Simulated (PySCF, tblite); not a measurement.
# C2H7FOSi2: dynamics, then NMR shifts on frames

Aim: move C2H7FOSi2 (`O[Si@@H]1C[SiH2][C@@H]1F`) away from its starting geometry and see how NMR shifts follow the geometry.

Computed with tblite 0.8.0 and PySCF 2.14.0, with density-fitted response routines of our own, on a single molecule in the gas phase. Atoms are numbered from 0 throughout.

## 1. Starting geometry

13 atoms, charge 0, multiplicity 1; geometry from: GFN2-xTB.

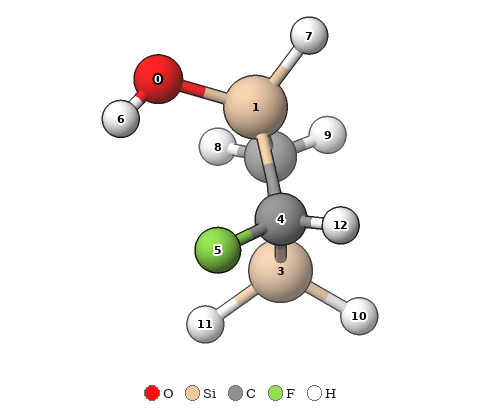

The starting geometry (oxygen red, silicon light orange, carbon grey, fluorine green, hydrogen white), atoms numbered.

## 2. Dynamics with GFN2-xTB

What the job is given:

```
{"job": {"kind": "md", "xc": "GFN2-xTB", "basis": "xTB", "temperature": 200, "steps": 2000, "every": 50, "frames": 5}, "charge": 0, "multiplicity": 1}
O     -2.210937    -0.601697    -0.606946
Si    -1.176583     0.432987     0.094976
C      0.299109     0.971197    -1.008034
Si     1.550793    -0.153464    -0.086535
C      0.125450    -0.510950     1.175506
F     -0.176727    -1.870749     1.343492
H     -2.070998    -1.542760    -0.525169
H     -1.997229     1.454464     0.727038
H      0.180804     0.761931    -2.068010
H      0.536064     2.029064    -0.932737
H      2.710749     0.520869     0.496936
H      1.941749    -1.359185    -0.814200
H      0.283367    -0.131221     2.185956
```

Level: GFN2-xTB Langevin dynamics, gas phase.

Launch:

```
OMP_NUM_THREADS=1 python probes_run.py task.json out
```

One launch serves the whole session: the jobs run in the order shown.

What it wrote:

```text
t/fs     T/K      E/eV
    0.0   166.7   -547.27220
   25.0   102.5   -547.13077
   50.0   179.0   -547.10257
   75.0   132.1   -547.01549
  100.0   123.5   -546.99067
  125.0   211.0   -546.99552
  150.0    99.9   -546.95921
  175.0   143.8   -547.01550
  200.0   157.6   -546.99873
  225.0   186.4   -546.94341
  250.0   233.5   -546.93205
  275.0   216.1   -546.79691
  300.0   189.7   -546.96015
  325.0   203.7   -546.96471
  350.0   153.8   -546.88800
  375.0   265.1   -546.92876
  400.0   242.0   -546.99566
  425.0   224.9   -547.04595
  450.0   215.9   -547.07584
  475.0   188.6   -547.00724
  500.0   196.7   -547.00922
  525.0   218.1   -547.05159
  550.0   226.0   -547.02294
  575.0   196.0   -546.98022
  600.0   225.9   -547.00995
  625.0   179.4   -546.90057
  650.0   164.4   -546.95998
  675.0   212.3   -546.92326
  700.0   322.4   -546.99270
  725.0   246.4   -546.86335
  750.0   236.6   -546.93741
  775.0   211.3   -546.88571
  800.0   211.5   -546.98958
  825.0   192.8   -546.97910
  850.0   226.7   -546.99374
  875.0   252.8   -546.89998
  900.0   293.4   -546.91510
  925.0   224.0   -546.92428
  950.0   202.0   -546.93510
  975.0   238.0   -546.99647
 1000.0   201.8   -547.03089
```

Wall time 20 s (1 thread of Arm Neoverse N1, shared host); peak memory 0.18 GiB.

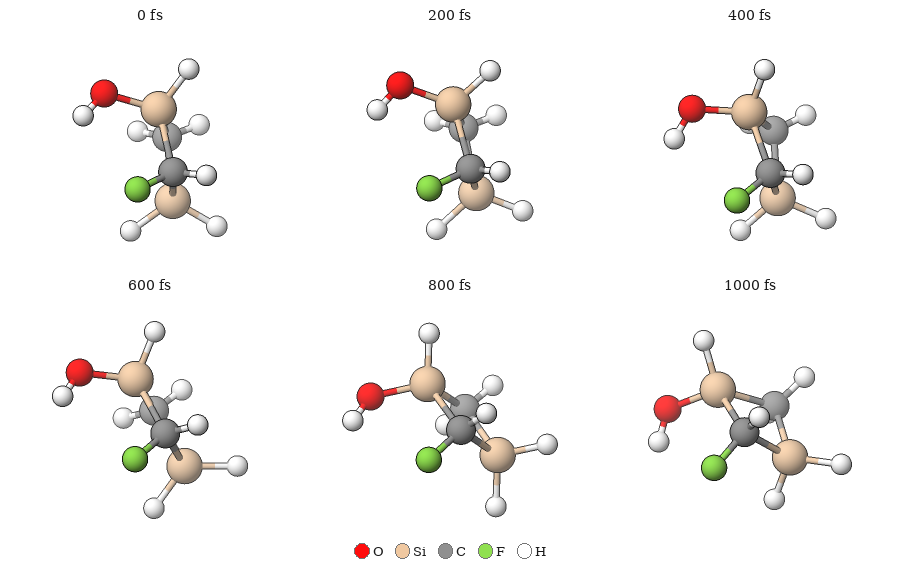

Frames of the run.

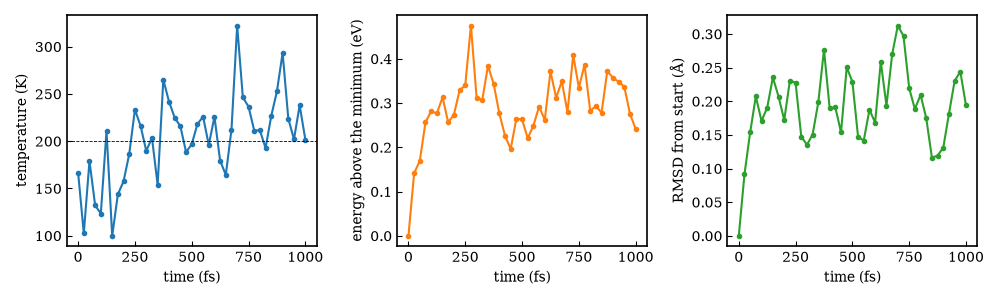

Temperature, potential energy and distance from the start.

Positions (Å) and forces (eV/Å) at 1000 fs:

```xyz
13

O    -1.559   -1.288   -1.455    0.174   -0.406   -0.479
Si   -1.771   -0.234   -0.268   -0.146    0.526    0.633
C    -0.414    1.138   -0.056   -1.595    1.460    0.517
Si    0.457    0.201    1.315    0.273    0.696    1.195
C    -1.105   -0.919    1.434    0.511   -0.083   -0.237
F    -0.767   -2.273    1.471   -0.072   -0.352   -0.258
H    -0.900   -1.974   -1.415    0.095   -0.062   -0.028
H    -3.177    0.064   -0.495    0.038    0.135    0.160
H     0.132    1.359   -0.952    0.260    0.270   -0.229
H    -0.829    2.136    0.362    0.516   -1.483   -0.904
H     0.924    0.948    2.537   -0.345   -0.353   -0.507
H     1.576   -0.434    0.714    0.794   -0.668   -0.238
H    -1.698   -0.799    2.319   -0.503    0.322    0.375
```

## 3. Shielding tensors: 250 fs, PBE0/pcSseg-1

What the job is given:

```
{"job": {"kind": "nmr", "xc": "PBE0", "basis": "pcSseg-1", "pop": false}, "charge": 0, "multiplicity": 1}
O     -2.570900    -0.615600    -0.487400
Si    -1.480200     0.351900     0.248800
C     -0.063200     1.065900    -0.836200
Si     1.345800     0.018700     0.072000
C     -0.103000    -0.662700     1.186100
F     -0.137900    -2.051300     1.209300
H     -2.186900    -1.334600    -0.989300
H     -2.089500     1.320100     1.135700
H     -0.049700     0.802300    -1.902500
H     -0.013900     2.171800    -0.764300
H      2.417600     0.682900     1.043600
H      1.988700    -0.932000    -0.838300
H      0.024100    -0.341900     2.195200
```

With the program's defaults for keys left out, this is: GIAO PBE0/pcSseg-1 NMR shielding, non-relativistic, gas phase.

What it wrote:

```text
coarse grid: 11936 points
cycle   1  E = -833.7464523070  dE =  4.885e-01  |g| = 8.310e-01  |ddm| = 3.275e+00
cycle   2  E = -833.5998962314  dE =  1.466e-01  |g| = 1.227e+00  |ddm| = 1.472e+00
cycle   3  E = -833.8699196257  dE = -2.700e-01  |g| = 1.103e-01  |ddm| = 9.926e-01
cycle   4  E = -833.8720395065  dE = -2.120e-03  |g| = 5.092e-02  |ddm| = 1.338e-01
cycle   5  E = -833.8726678673  dE = -6.284e-04  |g| = 7.555e-03  |ddm| = 4.997e-02
cycle   6  E = -833.8726807272  dE = -1.286e-05  |g| = 2.845e-03  |ddm| = 1.006e-02
cycle   7  E = -833.8726825383  dE = -1.811e-06  |g| = 6.788e-04  |ddm| = 3.120e-03
final grid: 106688 points
cycle   8  E = -833.9230877155  dE = -2.016e-05  |g| = 8.343e-03  |ddm| = 1.761e-02
cycle   9  E = -833.9230675864  dE =  2.013e-05  |g| = 1.305e-02  |ddm| = 1.624e-02
cycle  10  E = -833.9231022303  dE = -3.464e-05  |g| = 6.537e-04  |ddm| = 9.737e-03
cycle  11  E = -833.9231022942  dE = -6.394e-08  |g| = 2.585e-04  |ddm| = 7.113e-04
cycle  12  E = -833.9231023086  dE = -1.439e-08  |g| = 3.996e-05  |ddm| = 2.665e-04
cycle  13  E = -833.9231023089  dE = -2.979e-10  |g| = 1.586e-05  |ddm| = 4.822e-05
converged SCF energy = -833.9231023089

GIAO shielding tensors (ppm)
atom      isotropic    diamagn.    paramagn.     s11        s22        s33       span
  0 O      297.944     386.655     -88.712    270.031    298.949    324.850     54.820
  1 Si     350.904     879.344    -528.440    304.190    363.136    385.386     81.196
  2 C      174.983     260.413     -85.429    142.967    181.962    200.022     57.055
  3 Si     381.825     880.328    -498.503    345.527    368.642    431.306     85.779
  4 C       91.534     255.305    -163.772     35.604     83.759    155.237    119.633
  5 F      457.483     473.511     -16.028    381.267    493.647    497.535    116.268
  6 H       29.653      31.719      -2.067     21.594     26.449     40.916     19.323
  7 H       26.434      28.856      -2.423     23.452     24.065     31.785      8.333
  8 H       30.284      31.636      -1.351     26.356     27.737     36.760     10.404
  9 H       30.238      30.277      -0.039     26.387     27.462     36.865     10.478
 10 H       25.531      27.472      -1.940     22.686     23.792     30.116      7.430
 11 H       26.779      29.738      -2.959     24.146     24.678     31.511      7.366
 12 H       26.513      31.896      -5.383     24.401     25.548     29.590      5.189
```

Run time: 27 s. Hardware: 1 thread of Arm Neoverse N1, shared host; peak memory 0.71 GiB.

Shifts follow as δ = σ(reference) − σ, with reference shieldings (ppm) from runs at the same level and on the same kind of geometry: 1H TMS 31.72, 13C TMS 186.9, 29Si TMS 349.2, 19F CFCl3 170.9, 17O H2O 336.1. The references are single molecules in the gas phase, so shifts against H2O, NH3, PH3, H3PO4 or CFCl3 are not on the usual liquid scales and can be off by tens of ppm. Each atom is listed at this fixed geometry, with no averaging over motion; a spectrum would average atoms that exchange fast.

| atoms | environment | σ (ppm) | δ (ppm) |
| --- | --- | --- | --- |
| C4 | sp3 CH bonded to F and 2 Si | 91.5 | 95.4 |
| C2 | sp3 CH2 bonded to 2 Si | 175.0 | 11.9 |
| H10 | hydrogen on a silicon bonded to 2 C, in a 4-membered ring | 25.53 | 6.19 |
| H7 | hydrogen on a silicon bonded to 2 C, O, in a 4-membered ring | 26.43 | 5.28 |
| H12 | hydrogen on an sp3 CH bonded to F and 2 Si | 26.51 | 5.20 |
| H11 | hydrogen on a silicon bonded to 2 C, in a 4-membered ring | 26.78 | 4.94 |
| H6 | hydrogen on an oxygen bonded to Si | 29.65 | 2.06 |
| H9 | hydrogen on an sp3 CH2 bonded to 2 Si | 30.24 | 1.48 |
| H8 | hydrogen on an sp3 CH2 bonded to 2 Si | 30.28 | 1.43 |
| O0 | oxygen bonded to Si, H | 297.9 | 38.1 |
| Si1 | silicon bonded to 2 C, O, H, in a 4-membered ring | 350.9 | -1.7 |
| Si3 | silicon bonded to 2 C, 2 H, in a 4-membered ring | 381.8 | -32.7 |
| F5 | fluorine on an sp3 carbon | 457.5 | -286.5 |

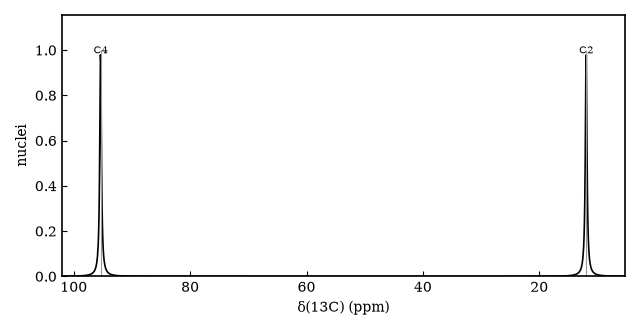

13C lines at the computed shifts, without couplings. Lines are broadened to a width of 0.33 ppm (Lorentzian).

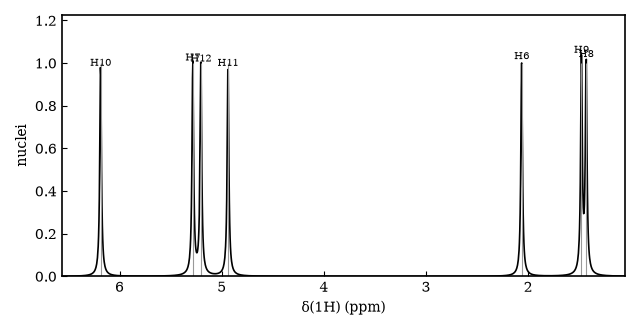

1H lines at the computed shifts, without couplings. Lines are broadened to a width of 0.02 ppm (Lorentzian).

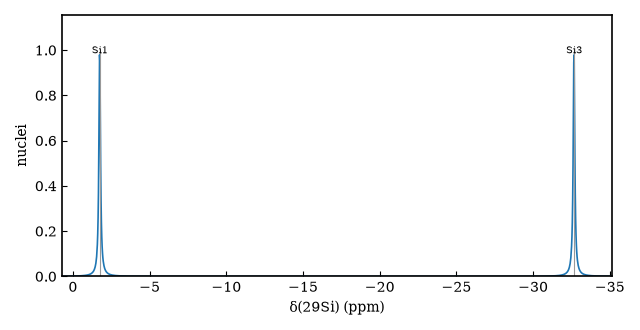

29Si lines at the computed shifts, without couplings. Lines are broadened to a width of 0.12 ppm (Lorentzian).

Ring of atoms Si1, C2, Si3, C4: NICS(0) -0.1, NICS(1) -1.5, NICS(1)zz 3.3 ppm (means of both faces; NICS(1) differs between them: -4.0 and 0.9).

The two faces differ (NICS(1)zz -0.5 and 7.1 ppm).

## 4. Shielding tensors: 425 fs, PBE0/pcSseg-1

What the job is given:

```
{"job": {"kind": "nmr", "xc": "PBE0", "basis": "pcSseg-1", "pop": false}, "charge": 0, "multiplicity": 1}
O     -2.298400    -0.948600    -0.601200
Si    -1.720800     0.116300     0.480700
C     -0.255800     1.027600    -0.504700
Si     1.086100     0.027100     0.381600
C     -0.273600    -0.587700     1.570900
F     -0.387500    -1.971300     1.783200
H     -1.844700    -1.774900    -0.702400
H     -2.870000     0.792800     1.122500
H     -0.319900     0.993500    -1.571700
H     -0.211500     2.078200    -0.324800
H      2.133700     0.667600     1.131500
H      1.671300    -1.119100    -0.406600
H     -0.218100    -0.175600     2.626100
```

Method: GIAO PBE0/pcSseg-1 NMR shielding, non-relativistic, gas phase.

What it wrote:

```text
coarse grid: 11936 points
cycle   1  E = -833.7374084301  dE =  5.633e-01  |g| = 8.580e-01  |ddm| = 3.285e+00
cycle   2  E = -833.5751981685  dE =  1.622e-01  |g| = 1.275e+00  |ddm| = 1.650e+00
cycle   3  E = -833.8694790662  dE = -2.943e-01  |g| = 1.108e-01  |ddm| = 1.146e+00
cycle   4  E = -833.8716128010  dE = -2.134e-03  |g| = 5.219e-02  |ddm| = 1.390e-01
cycle   5  E = -833.8722767538  dE = -6.640e-04  |g| = 7.237e-03  |ddm| = 5.055e-02
cycle   6  E = -833.8722877660  dE = -1.101e-05  |g| = 3.086e-03  |ddm| = 9.387e-03
cycle   7  E = -833.8722896496  dE = -1.884e-06  |g| = 6.615e-04  |ddm| = 2.912e-03
final grid: 106688 points
cycle   8  E = -833.9237190526  dE = -2.393e-05  |g| = 8.395e-03  |ddm| = 1.969e-02
cycle   9  E = -833.9236990391  dE =  2.001e-05  |g| = 1.307e-02  |ddm| = 1.646e-02
cycle  10  E = -833.9237338643  dE = -3.483e-05  |g| = 6.488e-04  |ddm| = 1.004e-02
cycle  11  E = -833.9237339227  dE = -5.836e-08  |g| = 2.764e-04  |ddm| = 6.558e-04
cycle  12  E = -833.9237339384  dE = -1.574e-08  |g| = 3.924e-05  |ddm| = 2.587e-04
cycle  13  E = -833.9237339387  dE = -2.949e-10  |g| = 1.502e-05  |ddm| = 4.886e-05
converged SCF energy = -833.9237339387

GIAO shielding tensors (ppm)
atom      isotropic    diamagn.    paramagn.     s11        s22        s33       span
  0 O      312.380     387.943     -75.563    278.072    321.201    337.866     59.793
  1 Si     343.835     878.925    -535.090    317.290    345.789    368.427     51.136
  2 C      183.395     259.229     -75.833    161.804    180.705    207.677     45.873
  3 Si     388.089     880.992    -492.903    359.785    370.491    433.991     74.207
  4 C       88.362     255.096    -166.734     31.641     78.469    154.975    123.334
  5 F      447.925     473.547     -25.622    375.806    469.036    498.933    123.127
  6 H       30.067      32.218      -2.152     21.438     26.434     42.328     20.890
  7 H       25.602      27.407      -1.805     22.154     23.392     31.258      9.104
  8 H       31.406      32.586      -1.180     27.412     27.829     38.979     11.567
  9 H       31.831      31.830       0.001     27.680     28.906     38.907     11.228
 10 H       27.191      29.771      -2.580     23.718     25.225     32.629      8.910
 11 H       26.415      29.133      -2.719     24.093     24.305     30.846      6.754
 12 H       25.264      29.159      -3.895     22.494     25.006     28.293      5.799
```

Wall time 27 s (1 thread of Arm Neoverse N1, shared host); peak memory 0.74 GiB.

In short: δ C4 98.6, C2 3.5, O0 23.7, Si1 5.3, H12 6.45, H7 6.12 ppm.

[end of part 1 of 2]
